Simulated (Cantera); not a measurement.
Feed: 1 mol Si, 2.3 mol NF3, 0.88 mol H2, held at 0.0133 bar.

Cantera equilibrium calculation (NASA polynomials, part measured and part estimated; ideal gas, pure solids and liquids). Candidate condensed phases: Si, Si3N4; 37 gas species. Rates play no part.

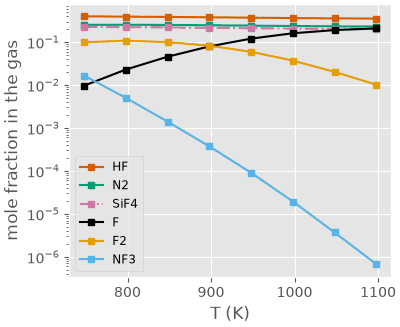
Equilibrium gas composition (values under 1e-9 drawn at 1e-9)

From 748 K to 1098 K nothing is condensed. The main Si-bearing gas is SiF4 throughout.
